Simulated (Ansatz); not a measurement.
# CH4B: frequency calculation

The run: frequency calculation of CH4B, multiplicity 2, SMILES [BH]C. Method and program: UKS B3LYP-D4/def2-SVP (Ansatz 0.2.0).

It belongs to a series of runs on one base structure; here: vibrations at the highest image of the band.

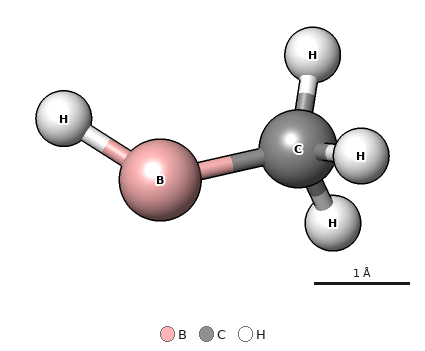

Fig. 1: The input geometry (ball-and-stick view, seen at a tilt). Bond lengths as drawn: B–C 1.55 Å, B–H 1.21 Å and C–H 1.11 Å.

### The input
```yaml
crystal:
  periodic: [false, false, false]
  atoms:
    - { symbol: B, position_ang: [0.533878, -0.985434, 0.053277] }
    - { symbol: C, position_ang: [-0.204841, 0.348129, -0.208838] }
    - { symbol: H, position_ang: [0.906412, -1.491653, 1.084128] }
    - { symbol: H, position_ang: [-1.14527, 0.145185, -0.755634] }
    - { symbol: H, position_ang: [0.392761, 0.967149, -0.905038] }
    - { symbol: H, position_ang: [-0.440841, 0.952524, 0.685905] }
magnetization:
  spin_polarized: true
  initial_magnetization: 1
basis:
  gaussian: { orbitals: def2-SVP }
hamiltonian:
  xc: b3lyp
  dispersion: d4
phonons: {}
```

Hardware: 1 thread of Intel Xeon @ 2.90GHz (Ice Lake), 16 GiB of memory available, shared host.

Launched with:
```bash
ansatz run input.yaml --threads 1 --pin off --max-ram 2048MiB --backend cpu --events-out ev --progress --plain --runs-dir out
```

### Output
```
Engine: ansatz 0.2.0, x86_64-unknown-linux-gnu
Functional definition: B3LYP
  parameter a0 = 0.2
  parameter ax = 0.72
  parameter ac = 0.81
  exchange = (1 - a0 - ax)*slater_x + ax*b88_x + a0*exact_x
  correlation = (1 - ac)*vwn_rpa_c + ac*lyp_c
546 factors; integrals over basis functions are off by at most 3.3e-4 eV
mean field evaluation 1: about -1770.4737 eV, gradient 3.0e1 eV
mean field evaluation 2: about -1768.9498 eV, gradient 3.3e1 eV
mean field evaluation 4: about -1774.8242 eV, gradient 4.1e-1 eV
mean field evaluation 8: about -1774.8245 eV, gradient 4.3e-3 eV
mean field evaluation 16: about -1774.0543 eV, gradient 3.7e0 eV
mean field -1774.82445869 eV, -65.2235958377 hartree, gradient 8.0e-5 eV, S^2 0.751272; 2 other end points of the search recorded, 0 dependent functions left out
the calculation of the forces begins
reference -1774.82465310 eV, -65.2236029820 hartree; 8, 7 occupied and 40, 41 virtual orbitals, 546 factors
these checks for a lower state are left out or cut short: stability, starts, cluster_reference, orbital_swaps, neighbouring_geometries, increment
546 factors; integrals over basis functions are off by at most 3.3e-4 eV
mean field -1774.82443533 eV, -65.2235949792 hartree, gradient 2.5e-6 eV, S^2 0.751271; 0 other end points of the search recorded, 0 dependent functions left out
[... from here on the field's lines of each further geometry are left out, up to the last ...]
the calculation of the forces begins
reference -1774.82458292 eV, -65.2236004029 hartree; 8, 7 occupied and 40, 41 virtual orbitals, 546 factors
these checks for a lower state are left out or cut short: stability, starts, cluster_reference, orbital_swaps, neighbouring_geometries, increment
546 factors; integrals over basis functions are off by at most 3.3e-4 eV
mean field -1774.82438802 eV, -65.2235932406 hartree, gradient 2.2e-6 eV, S^2 0.751269; 0 other end points of the search recorded, 0 dependent functions left out
the calculation of the forces begins
reference -1774.82458242 eV, -65.2236003846 hartree; 8, 7 occupied and 40, 41 virtual orbitals, 546 factors
WARN: phonons: modes at or below zero, which the zero-point energy, F, S and C_V leave out: 1, the lowest at -255.48 cm⁻¹. A minimum has none, and a first-order saddle one
Total energy: -1774.91302934 eV, -65.2268507490 hartree
Atom 0 at     0.533878    -0.985434     0.053277 Å, force     0.001795    -0.003615     0.000823 eV/Å
Atom 1 at    -0.204841     0.348129    -0.208838 Å, force     0.000557     0.005712    -0.005782 eV/Å
Atom 2 at     0.906412    -1.491653     1.084128 Å, force     0.000096     0.000464     0.000430 eV/Å
Atom 3 at    -1.145270     0.145185    -0.755634 Å, force    -0.001501    -0.000301     0.000253 eV/Å
Atom 4 at     0.392761     0.967149    -0.905038 Å, force    -0.001339    -0.001824     0.003430 eV/Å
Atom 5 at    -0.440841     0.952524     0.685905 Å, force     0.000393    -0.000436     0.000846 eV/Å
Dipole moment:    -0.108533     0.209371     0.032872 e Å
Vibrations: -255.48 665.41 781.03 940.35 1043.82 1294.17 1404.87 1408.86 2614.05 2989.74 3066.44 3071.85 cm⁻¹, zero-point energy 1.195244 eV
```

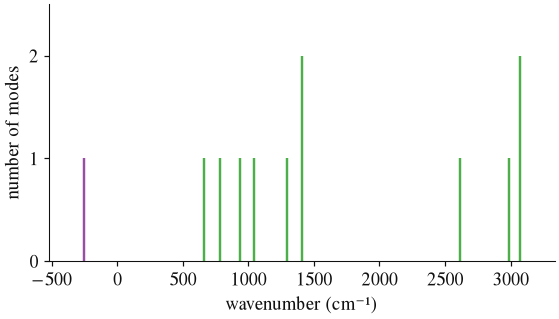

Fig. 2: Harmonic vibrational wavenumbers from the force constants; neighbouring modes closer than 15 cm⁻¹ are counted in one stick, and imaginary ones are drawn at negative wavenumbers. 12 modes from 255i to 3072 cm⁻¹, 1 imaginary beyond 8i (255i cm⁻¹): a first-order saddle point, if the geometry is stationary.

### Summary

| quantity | value |
| --- | --- |
| outcome | converged |
| total energy | −1774.9130 eV |
| mean-field energy | −1774.8247 eV |
| ⟨S²⟩ | 0.751 |
| largest force (length of the vector) | 0.008 eV/Å |
| wall time | 45 s |
| peak memory | 0.12 GiB |
